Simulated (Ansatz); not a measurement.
**GaNH2ClF (SMILES [NH2][Ga]([F])[Cl]) at BLYP/6-31G(d) (spherical functions)**

Aim: the vertical singlet–triplet gap of GaNH2ClF at BLYP/6-31G* (spherical functions), from 2 runs. 

Program for the calculation: Ansatz 0.2.0.

128 further runs of the same task are left out: 128 set aside as unsound or not needed.

## (1) Starting point

GaNH2ClF: 6 atoms, total charge 0, spin state singlet. As SMILES, `[NH2][Ga]([F])[Cl]`. The coordinates come from a PBE0-D4/def2-TZVP relaxation.

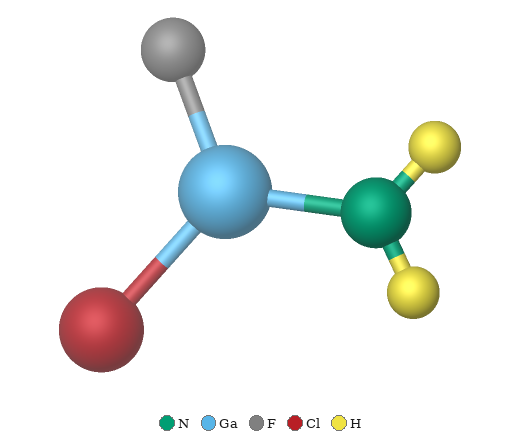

The structure, seen from a chosen angle (nitrogen teal, gallium blue, fluorine grey, chlorine red, hydrogen yellow).

## (2) A single-point energy at BLYP/6-31G(d) (spherical functions)

in.yaml

```yaml
crystal:
  periodic: [false, false, false]
  atoms:
    - {symbol: N, position_ang: [-0.193400, 1.027000, -0.045900]}
    - {symbol: Ga, position_ang: [0.233000, -0.711000, 0.012900]}
    - {symbol: F, position_ang: [1.569300, -1.221300, 1.009300]}
    - {symbol: Cl, position_ang: [-0.740100, -2.208600, -1.123700]}
    - {symbol: H, position_ang: [0.201900, 1.691500, 0.596800]}
    - {symbol: H, position_ang: [-1.028600, 1.358600, -0.495600]}
basis:
  gaussian:
    orbitals: 6-31G_st_-spherical.json
accuracy: high
output: {orbitals: {seedname: orbitals}}
hamiltonian:
  xc: {name: BLYP}
```

The basis set 6-31G* is read from a file made from the Basis Set Exchange's data (not shown).

Command:

```
$ ansatz run in.yaml --threads 1 --pin off --max-ram 3480MiB --events-out events.jsonl --progress --plain --runs-dir runs
```

Standard output:

```text
Warning: RAYON_NUM_THREADS=1 ignored (pool sized by the plan → 1); use --threads N
Functional definition: BLYP
  name "BLYP"
  parameter beta = 0.0042
  parameter a = 0.04918
  parameter b = 0.132
  parameter c = 0.2533
  parameter d = 0.349
  exchange = b88_x(beta = beta)
  correlation = lyp_c(a = a, b = b, c = c, d = d)
1713 factors; integrals over basis functions are off by at most 4.7e-9 eV
mean field evaluation 1: about -69123.6760 eV, gradient 8.1e1 eV
mean field evaluation 2: about -69063.1298 eV, gradient 1.6e2 eV
mean field evaluation 4: about -69135.0103 eV, gradient 1.8e1 eV
mean field evaluation 8: about -69135.7226 eV, gradient 1.7e-1 eV
mean field evaluation 16: about -69135.7211 eV, gradient 2.5e-5 eV
mean field -69135.72105119 eV, -2540.6908867563 hartree, gradient 6.4e-8 eV, S^2 0.000000; 0 other end points of the search recorded, 0 dependent functions left out
reference -69135.72110433 eV, -2540.6908887092 hartree; 33, 33 occupied and 49, 49 virtual orbitals, 1713 factors
Total energy: -69135.72110433 eV, -2540.6908887092 hartree
```

It took 6.3 s on 1 thread of Arm Neoverse V1, shared host; peak memory 0.2 GiB.

## (3) The triplet

job.yaml

```yaml
crystal:
  periodic: [false, false, false]
  atoms:
    - symbol: "N"
      position_ang: [-0.193400, 1.027000, -0.045900]
    - symbol: Ga
      position_ang: [0.233000, -0.711000, 0.012900]
    - symbol: F
      position_ang: [1.569300, -1.221300, 1.009300]
    - symbol: Cl
      position_ang: [-0.740100, -2.208600, -1.123700]
    - symbol: H
      position_ang: [0.201900, 1.691500, 0.596800]
    - symbol: H
      position_ang: [-1.028600, 1.358600, -0.495600]
basis:
  gaussian:
    orbitals: 6-31G_st_-spherical.json
magnetization:
  spin_polarized: true
  initial_magnetization: 2
hamiltonian:
  xc: {name: BLYP}
accuracy: high
output: {orbitals: {seedname: orbitals}}
```

The basis set 6-31G* is read from a file made from the Basis Set Exchange's data (not shown).

Command:

```
$ ansatz run job.yaml --threads 1 --pin off --max-ram 3480MiB --events-out events.jsonl --progress --plain --runs-dir runs
```

Standard output:

```text
Warning: RAYON_NUM_THREADS=1 ignored (pool sized by the plan → 1); use --threads N
[... 9 set-up lines as earlier in the session ...]
1713 factors; integrals over basis functions are off by at most 4.7e-9 eV
mean field evaluation 1: about -69114.9970 eV, gradient 6.0e1 eV
mean field evaluation 2: about -69001.4216 eV, gradient 1.5e2 eV
mean field evaluation 4: about -69110.0226 eV, gradient 6.6e1 eV
mean field evaluation 8: about -69130.7254 eV, gradient 5.5e0 eV
mean field evaluation 16: about -69130.9873 eV, gradient 1.4e-2 eV
mean field evaluation 32: about -69130.9873 eV, gradient 2.6e-8 eV
mean field evaluation 64: about -69130.9403 eV, gradient 1.6e0 eV
mean field evaluation 96: about -69130.9699 eV, gradient 8.1e-1 eV
mean field -69130.98730457 eV, -2540.5169247767 hartree, gradient 2.6e-8 eV, S^2 2.002781; 10 other end points of the search recorded, 0 dependent functions left out
reference -69130.98735632 eV, -2540.5169266786 hartree; 34, 32 occupied and 48, 50 virtual orbitals, 1713 factors
Total energy: -69130.98735632 eV, -2540.5169266786 hartree
```

It took 21 s on 1 thread of Arm Neoverse V1, shared host; peak memory 0.27 GiB.

## (4) Results

At BLYP/6-31G* (spherical functions):

```
                                        quantity           value
                           singlet: total energy  -2540.69089 Eh
                            singlet: HOMO energy        -6.32 eV
                            singlet: LUMO energy        -1.95 eV
                          singlet: HOMO–LUMO gap         4.36 eV
                           triplet: total energy  -2540.51693 Eh
     triplet: HOMO energy (highest over α and β)        -2.42 eV
                                   triplet: ⟨S²⟩           2.003
vertical energy of the triplet above the singlet        4.734 eV
```

What this shows: At this shape the triplet lies 4.73 eV (109 kcal/mol) above the singlet.
